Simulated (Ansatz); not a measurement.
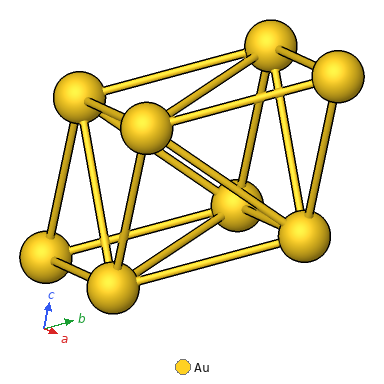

System: a slab cut from Au (slab content Au₅), space group Fm-3m (No. 225). The picture shows the bulk cell.

Structure:
```yaml
crystal:
  lattice:
    - [0.00000, 2.04190, 2.04190]
    - [2.04190, 0.00000, 2.04190]
    - [2.04190, 2.04190, 0.00000]
  atoms:
    - { symbol: Au, position: [0.00000, 0.00000, 0.00000] }
```

Method: spacing and rumpling of the atomic planes of a slab cut from the relaxed bulk cell along the Miller plane (conventional indices), bottom to top, after all atoms relax, plane waves with PAW datasets, Γ-centred k mesh (Ansatz 0.2.0). Level: PBEsol, no spin polarisation.

space group in which the indices count 225; Miller index h 1; Miller index k 1; Miller index l 1; top plane Au; bottom plane Au; planes 5; surface cell (1, 1); slab thickness as cut 9.43 Å; vacuum 15 Å; surface area 7.221 Å²; surface a 2.888 Å; surface b 2.888 Å; surface angle 120 °; slab atoms 5; wave cutoff 420 eV; k mesh 12×12×1; occupations Gaussian; smearing width 0.1 eV; boundary dipole corrected.

What does the calculation give for the spacing change of each pair of planes? The cases: 1–2; 2–3; 3–4; 4–5.

The least value, −0.02 Å, is that of 2–3 and 3–4, and the largest, 0.02 Å, that of 1–2 and 4–5.

```json
{"pair of planes": "1–2", "spacing change (Å)": "0.02", "spacing to next (Å)": "2.378"}
{"pair of planes": "2–3", "spacing change (Å)": "-0.02", "spacing to next (Å)": "2.337"}
{"pair of planes": "3–4", "spacing change (Å)": "-0.02", "spacing to next (Å)": "2.337"}
{"pair of planes": "4–5", "spacing change (Å)": "0.02", "spacing to next (Å)": "2.378"}
```

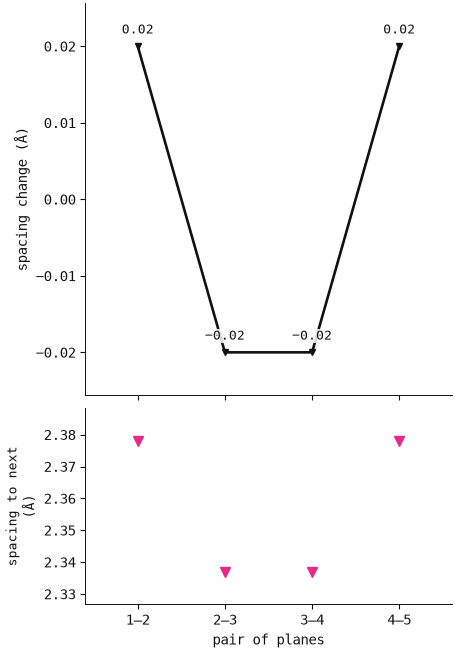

Note: coarse k mesh in the bulk run; k mesh lowers the symmetry in the bulk run; no spin-orbit coupling, which matters for these elements; xc potential rough in thin density.
